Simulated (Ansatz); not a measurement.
**Geometry relaxation of AlNH₃O**

AlNH₃O, multiplicity 2, computed with UKS B3LYP-D4/def2-TZVP (Ansatz 0.2.0).

It belongs to a series of runs on one base structure; here: end point B relaxed.

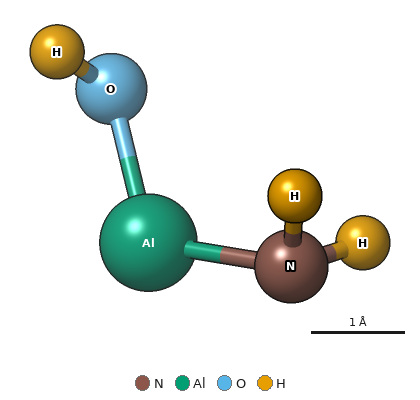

Figure 1. The input geometry (ball-and-stick view, seen at an oblique angle). Sticks mark near contacts. Bond lengths as drawn: Al–N 1.85 Å, Al–O 1.81 Å, H–N 1.01 to 1.09 Å and H–O 1.02 Å.

The input
```yaml
crystal:
  periodic: [false, false, false]
  atoms:
    - { symbol: "N", position_ang: [-1.103, 0.1389, -0.4632] }
    - { symbol: Al, position_ang: [0.6936, -0.2897, -0.3672] }
    - { symbol: O, position_ang: [1.4035, -0.7286, 1.2394] }
    - { symbol: H, position_ang: [-1.62147, -0.67735, -0.17155] }
    - { symbol: H, position_ang: [-1.32528, 0.8611, 0.32754] }
    - { symbol: H, position_ang: [1.7596, 0.1461, 1.6202] }
magnetization:
  spin_polarized: true
  initial_magnetization: 1
basis:
  gaussian: { orbitals: def2-TZVP }
hamiltonian:
  xc: b3lyp
  dispersion: d4
relax:
  f_tol: 0.015
  max_steps: 40
```

Run as:
```bash
ansatz run input.yaml --threads 2 --pin off --max-ram 3072MiB --backend cpu --events-out ev --progress --plain --runs-dir out
```

Output
```
The last accepted step is kept in [file] (removed where the run ends without a failure and the disk answers)
Engine: ansatz 0.2.0, x86_64-unknown-linux-gnu
Functional definition: B3LYP
  parameter a0 = 0.2
  parameter ax = 0.72
  parameter ac = 0.81
  exchange = (1 - a0 - ax)*slater_x + ax*b88_x + a0*exact_x
  correlation = (1 - ac)*vwn_rpa_c + ac*lyp_c
697 factors; their error is unknown
mean field evaluation 1: about -10171.3185 eV, gradient 6.3e1 eV
mean field evaluation 2: about -10095.0404 eV, gradient 1.3e2 eV
mean field evaluation 4: about -10185.1144 eV, gradient 1.4e1 eV
mean field evaluation 8: about -10185.8464 eV, gradient 1.9e-1 eV
mean field evaluation 16: about -10185.8466 eV, gradient 3.0e-5 eV
mean field -10185.84655283 eV, -374.3229566019 hartree, gradient 3.0e-5 eV, S^2 0.751865; 0 other end points of the search recorded, 0 dependent functions left out
the calculation of the forces begins
reference -10185.84676822 eV, -374.3229645171 hartree; 16, 15 occupied and 101, 102 virtual orbitals, 697 factors
relax step   1: F+E_penalty+E_count = -10185.98244904 eV  Δ(F+E_penalty+E_count) = +0.000e0 eV  max|allowed force component| = 2.516e0 eV/Å  Δτ_max = 0.0000 Å  (30 SCF iters, accepted)
these checks for a lower state are left out or cut short: starts, cluster_reference, orbital_swaps, neighbouring_geometries, increment
697 factors; their error is unknown
mean field -10186.08084613 eV, -374.3315667216 hartree, gradient 2.4e-5 eV, S^2 0.751725; 0 other end points of the search recorded, 0 dependent functions left out
the calculation of the forces begins
reference -10186.08106301 eV, -374.3315746920 hartree; 16, 15 occupied and 101, 102 virtual orbitals, 697 factors
relax step   2: F+E_penalty+E_count = -10186.21577515 eV  Δ(F+E_penalty+E_count) = -2.333e-1 eV  max|allowed force component| = 1.847e0 eV/Å  Δτ_max = 0.1792 Å  (32 SCF iters, accepted)
these checks for a lower state are left out or cut short: starts, cluster_reference, orbital_swaps, neighbouring_geometries, increment
697 factors; their error is unknown
mean field evaluation 32: about -10186.2866 eV, gradient 1.1e-5 eV
mean field -10186.28656890 eV, -374.3391268939 hartree, gradient 1.1e-5 eV, S^2 0.751546; 0 other end points of the search recorded, 0 dependent functions left out
the calculation of the forces begins
reference -10186.28679024 eV, -374.3391350282 hartree; 16, 15 occupied and 101, 102 virtual orbitals, 697 factors
relax step   3: F+E_penalty+E_count = -10186.42101302 eV  Δ(F+E_penalty+E_count) = -2.052e-1 eV  max|allowed force component| = 9.770e-1 eV/Å  Δτ_max = 0.1999 Å  (36 SCF iters, accepted)
these checks for a lower state are left out or cut short: starts, cluster_reference, orbital_swaps, neighbouring_geometries, increment
697 factors; their error is unknown
mean field -10186.45894749 eV, -374.3454616902 hartree, gradient 2.4e-5 eV, S^2 0.751483; 0 other end points of the search recorded, 0 dependent functions left out
the calculation of the forces begins
reference -10186.45916783 eV, -374.3454697877 hartree; 16, 15 occupied and 101, 102 virtual orbitals, 697 factors
relax step   4: F+E_penalty+E_count = -10186.59603749 eV  Δ(F+E_penalty+E_count) = -1.750e-1 eV  max|allowed force component| = 7.423e-1 eV/Å  Δτ_max = 0.2000 Å  (35 SCF iters, accepted)
these checks for a lower state are left out or cut short: starts, cluster_reference, orbital_swaps, neighbouring_geometries, increment
697 factors; their error is unknown
mean field -10186.49141783 eV, -374.3466549534 hartree, gradient 9.4e-6 eV, S^2 0.751650; 0 other end points of the search recorded, 0 dependent functions left out
the calculation of the forces begins
reference -10186.49163897 eV, -374.3466630803 hartree; 16, 15 occupied and 101, 102 virtual orbitals, 697 factors
relax step   5: F+E_penalty+E_count = -10186.62822156 eV  Δ(F+E_penalty+E_count) = -3.218e-2 eV  max|allowed force component| = 1.449e0 eV/Å  Δτ_max = 0.1954 Å  (36 SCF iters, accepted)
these checks for a lower state are left out or cut short: starts, cluster_reference, orbital_swaps, neighbouring_geometries, increment
697 factors; their error is unknown
mean field -10186.47018818 eV, -374.3458747780 hartree, gradient 9.4e-6 eV, S^2 0.751414; 0 other end points of the search recorded, 0 dependent functions left out
the calculation of the forces begins
reference -10186.47040942 eV, -374.3458829086 hartree; 16, 15 occupied and 101, 102 virtual orbitals, 697 factors
relax step   6: F+E_penalty+E_count = -10186.60805673 eV  Δ(F+E_penalty+E_count) = +2.016e-2 eV  max|allowed force component| = 2.134e0 eV/Å  Δτ_max = 0.2000 Å  (38 SCF iters, rejected (line search))
these checks for a lower state are left out or cut short: starts, cluster_reference, orbital_swaps, neighbouring_geometries, increment
697 factors; their error is unknown
mean field -10186.62279911 eV, -374.3514831264 hartree, gradient 1.6e-5 eV, S^2 0.751527; 0 other end points of the search recorded, 0 dependent functions left out
the calculation of the forces begins
reference -10186.62301875 eV, -374.3514911981 hartree; 16, 15 occupied and 101, 102 virtual orbitals, 697 factors
relax step   7: F+E_penalty+E_count = -10186.76061576 eV  Δ(F+E_penalty+E_count) = -1.324e-1 eV  max|allowed force component| = 6.733e-1 eV/Å  Δτ_max = 0.0956 Å  (32 SCF iters, accepted)
these checks for a lower state are left out or cut short: starts, cluster_reference, orbital_swaps, neighbouring_geometries, increment
697 factors; their error is unknown
mean field evaluation 64: about -10186.5035 eV, gradient 5.3e0 eV
mean field -10186.66451836 eV, -374.3530162804 hartree, gradient 1.2e-5 eV, S^2 0.751534; 0 other end points of the search recorded, 0 dependent functions left out
the calculation of the forces begins
reference -10186.66473655 eV, -374.3530242989 hartree; 16, 15 occupied and 101, 102 virtual orbitals, 697 factors
relax step   8: F+E_penalty+E_count = -10186.80259254 eV  Δ(F+E_penalty+E_count) = -4.198e-2 eV  max|allowed force component| = 3.380e-1 eV/Å  Δτ_max = 0.1000 Å  (32 SCF iters, accepted)
these checks for a lower state are left out or cut short: starts, cluster_reference, orbital_swaps, neighbouring_geometries, increment
697 factors; their error is unknown
mean field -10186.69639399 eV, -374.3541876885 hartree, gradient 8.4e-6 eV, S^2 0.751531; 0 other end points of the search recorded, 0 dependent functions left out
the calculation of the forces begins
reference -10186.69661381 eV, -374.3541957664 hartree; 16, 15 occupied and 101, 102 virtual orbitals, 697 factors
relax step   9: F+E_penalty+E_count = -10186.83353383 eV  Δ(F+E_penalty+E_count) = -3.094e-2 eV  max|allowed force component| = 1.526e-1 eV/Å  Δτ_max = 0.1497 Å  (36 SCF iters, accepted)
these checks for a lower state are left out or cut short: starts, cluster_reference, orbital_swaps, neighbouring_geometries, increment
697 factors; their error is unknown
mean field -10186.70325316 eV, -374.3544397581 hartree, gradient 2.2e-5 eV, S^2 0.751512; 0 other end points of the search recorded, 0 dependent functions left out
the calculation of the forces begins
reference -10186.70347084 eV, -374.3544477577 hartree; 16, 15 occupied and 101, 102 virtual orbitals, 697 factors
relax step  10: F+E_penalty+E_count = -10186.84099348 eV  Δ(F+E_penalty+E_count) = -7.460e-3 eV  max|allowed force component| = 2.916e-2 eV/Å  Δτ_max = 0.0883 Å  (31 SCF iters, accepted)
these checks for a lower state are left out or cut short: starts, cluster_reference, orbital_swaps, neighbouring_geometries, increment
697 factors; their error is unknown
mean field -10186.70296561 eV, -374.3544291909 hartree, gradient 8.5e-6 eV, S^2 0.751507; 0 other end points of the search recorded, 0 dependent functions left out
the calculation of the forces begins
reference -10186.70318318 eV, -374.3544371864 hartree; 16, 15 occupied and 101, 102 virtual orbitals, 697 factors
relax step  11: F+E_penalty+E_count = -10186.84069535 eV  Δ(F+E_penalty+E_count) = +2.981e-4 eV  max|allowed force component| = 6.616e-2 eV/Å  Δτ_max = 0.0200 Å  (33 SCF iters, rejected (line search))
these checks for a lower state are left out or cut short: starts, cluster_reference, orbital_swaps, neighbouring_geometries, increment
697 factors; their error is unknown
mean field evaluation 96: about -10186.7036 eV, gradient 5.1e-5 eV
mean field -10186.70363237 eV, -374.3544536940 hartree, gradient 8.1e-6 eV, S^2 0.751513; 0 other end points of the search recorded, 0 dependent functions left out
the calculation of the forces begins
reference -10186.70385011 eV, -374.3544616958 hartree; 16, 15 occupied and 101, 102 virtual orbitals, 697 factors
relax step  12: F+E_penalty+E_count = -10186.84130709 eV  Δ(F+E_penalty+E_count) = -3.136e-4 eV  max|allowed force component| = 1.099e-2 eV/Å  Δτ_max = 0.0100 Å  (33 SCF iters, accepted)
```

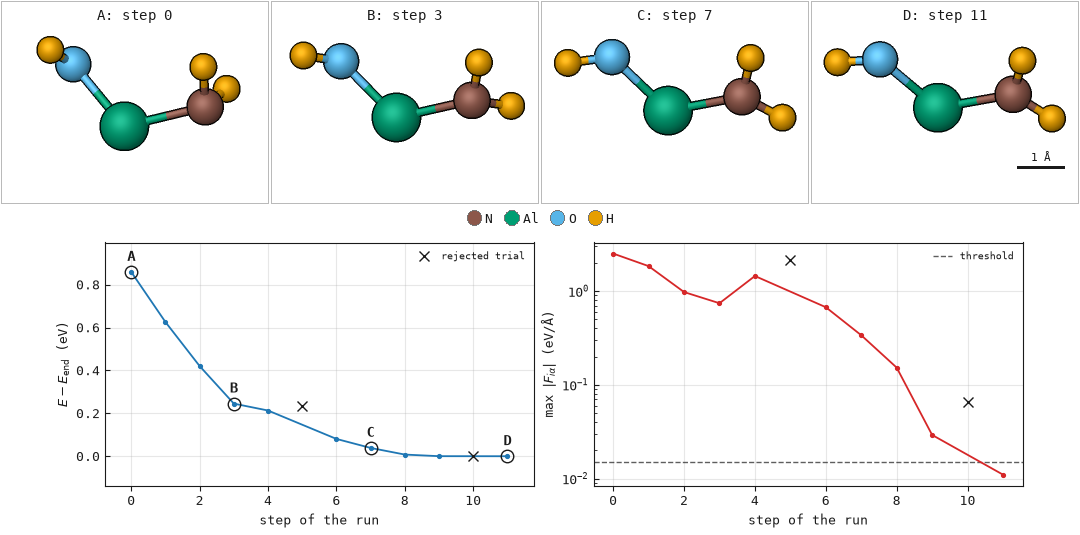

Figure 2. Frames of the relaxation (ball-and-stick view, seen at a tilt) above the curves, on which the letters mark them (the first geometry is step 0 here and step 1 in the log).

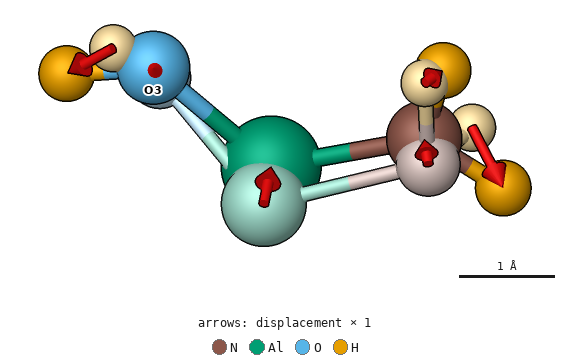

Figure 3. Start (faint) and end (solid) with the displacements as red arrows, at true length (ball-and-stick view, seen at a tilt). The two geometries are laid on each other by the best rigid fit. The largest move after the best rigid fit is that of H4, 0.82 Å. Largest moves by element: H 0.82 Å, O 0.75 Å, Al 0.55 Å, N 0.33 Å. Among the contacts that change: Al2–O3 1.810 → 1.711 Å, N1–H5 1.094 → 1.010 Å, N1–Al2 1.850 → 1.774 Å, O3–H6 1.018 → 0.958 Å. Among the angles that change: Al2–O3–H6 105.1° → 123.6°, Al2–N1–H4 107.2° → 125.4°, Al2–N1–H5 108.2° → 123.7°. After 11 geometry steps the energy has fallen by 0.859 eV. The largest force component goes from 2.5 to 0.011 eV/Å. The line search rejected the trial steps at points 5, 10 (counted from 0) and went back. (Atoms are counted from 1 in the order of the input.)

```
697 factors; their error is unknown
mean field -10186.70363237 eV, -374.3544536940 hartree, gradient 3.9e-5 eV, S^2 0.751513; 1 other end points of the search recorded, 0 dependent functions left out
the calculation of the forces begins
reference -10186.70385011 eV, -374.3544616958 hartree; 16, 15 occupied and 101, 102 virtual orbitals, 697 factors
Total energy: -10186.84152483 eV, -374.3595211484 hartree
Atom 0 at    -1.131620    -0.048661    -0.178042 Å, force     0.003545     0.002522     0.005877 eV/Å
Atom 1 at     0.545593    -0.604103    -0.017531 Å, force    -0.006554    -0.005615    -0.010991 eV/Å
Atom 2 at     1.410708     0.024435     1.317651 Å, force     0.006050     0.002581     0.002075 eV/Å
Atom 3 at    -1.771266    -0.326382    -0.904515 Å, force     0.002156    -0.001483    -0.001498 eV/Å
Atom 4 at    -1.570697     0.598415     0.461029 Å, force    -0.010494     0.002326    -0.001328 eV/Å
Atom 5 at     2.324231    -0.193254     1.506599 Å, force     0.005297    -0.000331     0.005864 eV/Å
Dipole moment:     0.023014    -0.104495    -0.135114 e Å
```

Trajectory as extended XYZ (Å, eV, eV/Å), 12 frames, from step=1 to step=12
```
6
Properties=species:S:1:pos:R:3:forces:R:3 step=1 energy=-10185.98245
N    -1.1030    0.1389   -0.4632    0.2709   1.7168   1.7309
Al    0.6936   -0.2897   -0.3672    0.0201  -0.3609   1.2409
O     1.4035   -0.7286    1.2394    0.2603   2.5157  -0.6837
H    -1.6215   -0.6774   -0.1716   -0.4476  -0.3689  -0.0158
H    -1.3253    0.8611    0.3275    0.4611  -1.5036  -1.7774
H     1.7596    0.1461    1.6202   -0.5648  -1.9992  -0.4949
6
Properties=species:S:1:pos:R:3:forces:R:3 step=2 energy=-10186.21578
N    -1.1139    0.1531   -0.4557    0.0130   0.1055   1.0735
Al    0.6657   -0.2896   -0.2832    0.0028  -0.2554   0.7838
O     1.4097   -0.6776    1.2876    0.3608   1.8473  -0.5567
H    -1.7044   -0.6673   -0.2736    0.0569   0.2467  -0.2804
H    -1.3852    0.8205    0.3003    0.2106  -0.5077  -0.7300
H     1.9351    0.1114    1.6098   -0.6442  -1.4364  -0.2902
6
Properties=species:S:1:pos:R:3:forces:R:3 step=3 energy=-10186.42101
N    -1.1152    0.1306   -0.3942   -0.0179  -0.1399   0.5622
Al    0.6357   -0.3271   -0.1832   -0.1105  -0.1570   0.2306
O     1.4475   -0.5920    1.3349    0.2025   0.9770  -0.2546
H    -1.7950   -0.6297   -0.4414    0.1747   0.2129  -0.2316
H    -1.4941    0.8078    0.2735    0.1535  -0.1975  -0.1949
H     2.1280    0.0610    1.5955   -0.4024  -0.6955  -0.1116
6
Properties=species:S:1:pos:R:3:forces:R:3 step=4 energy=-10186.59604
N    -1.0748    0.1124   -0.3127   -0.6249  -0.7423  -0.0930
Al    0.6041   -0.5206   -0.1790   -0.3890  -0.0791  -0.2471
O     1.4191   -0.4540    1.3012    0.3125   0.3880   0.3560
H    -1.8320   -0.5265   -0.6086    0.6783   0.6826   0.0000
H    -1.4553    0.7419    0.3841    0.0695  -0.0458   0.0585
H     2.1459    0.0973    1.6003   -0.0465  -0.2034  -0.0744
6
Properties=species:S:1:pos:R:3:forces:R:3 step=5 energy=-10186.62822
N    -1.0792    0.0839   -0.2668   -1.3890  -1.2080  -0.9655
Al    0.5468   -0.6434   -0.1419    0.5363   0.2648   0.9838
O     1.4246   -0.3440    1.3411   -0.1478   0.1886  -0.6004
H    -1.8604   -0.4274   -0.7747    1.4490   1.0960   0.8417
H    -1.4730    0.6776    0.4488   -0.0263   0.0006   0.0751
H     2.2481    0.1037    1.5786   -0.4221  -0.3420  -0.3347
6
Properties=species:S:1:pos:R:3:forces:R:3 step=6 energy=-10186.60806 accepted=F
N    -1.1077    0.0555   -0.2589   -1.4159   0.4296  -0.0347
Al    0.4649   -0.5539   -0.0026    1.8182  -1.1450  -0.6199
O     1.3840   -0.2206    1.3586    2.1339   0.7699   1.0202
H    -1.7661   -0.4377   -0.8488   -0.1188   0.3908   0.1875
H    -1.5253    0.6467    0.4454   -0.4562   0.0102  -0.1820
H     2.3571   -0.0396    1.4916   -1.9612  -0.4555  -0.3712
6
Properties=species:S:1:pos:R:3:forces:R:3 step=7 energy=-10186.76062
N    -1.0888    0.0342   -0.2395   -0.6197  -0.3276  -0.2744
Al    0.5467   -0.6384   -0.0632   -0.1085  -0.1338  -0.3506
O     1.3878   -0.2696    1.3535    0.6733   0.4593   0.4835
H    -1.8233   -0.3705   -0.8282    0.5508   0.3276   0.3041
H    -1.5027    0.6456    0.4520    0.0170  -0.0183   0.0023
H     2.2873    0.0491    1.5107   -0.5129  -0.3072  -0.1648
6
Properties=species:S:1:pos:R:3:forces:R:3 step=8 energy=-10186.80259
N    -1.0948    0.0174   -0.2285   -0.2515  -0.2174  -0.1267
Al    0.5333   -0.6676   -0.0331   -0.0213  -0.0156  -0.1553
O     1.3710   -0.1712    1.3597    0.3380   0.2298   0.2145
H    -1.7990   -0.3334   -0.8699    0.2328   0.1569   0.1780
H    -1.5141    0.6104    0.4747   -0.0221   0.0117  -0.0318
H     2.3106   -0.0052    1.4823   -0.2758  -0.1655  -0.0788
6
Properties=species:S:1:pos:R:3:forces:R:3 step=9 energy=-10186.83353
N    -1.1367   -0.0492   -0.1877   -0.0946   0.0883   0.0760
Al    0.5441   -0.5859   -0.0052    0.0696  -0.0685  -0.0326
O     1.4018   -0.0486    1.3789    0.0727   0.0325  -0.0731
H    -1.7858   -0.3348   -0.9056    0.1112   0.0050   0.0423
H    -1.5704    0.6164    0.4386   -0.0063  -0.0452  -0.0261
H     2.3540   -0.1475    1.4662   -0.1526  -0.0120   0.0134
6
Properties=species:S:1:pos:R:3:forces:R:3 step=10 energy=-10186.84099
N    -1.1300   -0.0497   -0.1797    0.0265  -0.0106   0.0025
Al    0.5471   -0.6057   -0.0188   -0.0228  -0.0022  -0.0148
O     1.4039    0.0201    1.3235    0.0254  -0.0030  -0.0053
H    -1.7736   -0.3251   -0.9033   -0.0003  -0.0013  -0.0042
H    -1.5626    0.5983    0.4622   -0.0292   0.0137   0.0059
H     2.3222   -0.1875    1.5014    0.0004   0.0035   0.0159
6
Properties=species:S:1:pos:R:3:forces:R:3 step=11 energy=-10186.84070 accepted=F
N    -1.1311   -0.0498   -0.1793    0.0389   0.0077   0.0427
Al    0.5397   -0.6191   -0.0059   -0.0142  -0.0187  -0.0662
O     1.4087    0.0242    1.3172    0.0278   0.0188   0.0386
H    -1.7675   -0.3129   -0.9123   -0.0325  -0.0283  -0.0359
H    -1.5688    0.5913    0.4658   -0.0250   0.0265   0.0069
H     2.3259   -0.1833    1.4996    0.0050  -0.0060   0.0138
6
Properties=species:S:1:pos:R:3:forces:R:3 step=12 energy=-10186.84131
N    -1.1316   -0.0487   -0.1780    0.0035   0.0025   0.0059
Al    0.5456   -0.6041   -0.0175   -0.0066  -0.0056  -0.0110
O     1.4107    0.0244    1.3177    0.0060   0.0026   0.0021
H    -1.7713   -0.3264   -0.9045    0.0022  -0.0015  -0.0015
H    -1.5707    0.5984    0.4610   -0.0105   0.0023  -0.0013
H     2.3242   -0.1933    1.5066    0.0053  -0.0003   0.0059
```

Summary

| quantity | value |
| --- | --- |
| outcome | converged |
| total energy | −10186.8415 eV |
| mean-field energy | −10186.7039 eV |
| ⟨S²⟩ | 0.752 |
| largest force (length of the vector) at the end | 0.014 eV/Å |
| hardware | 2 threads of AMD EPYC (Zen 5), 16 GiB of memory available, shared host |
| wall time | 11 s (CPU time 21 s) |
| peak memory | 0.24 GiB |
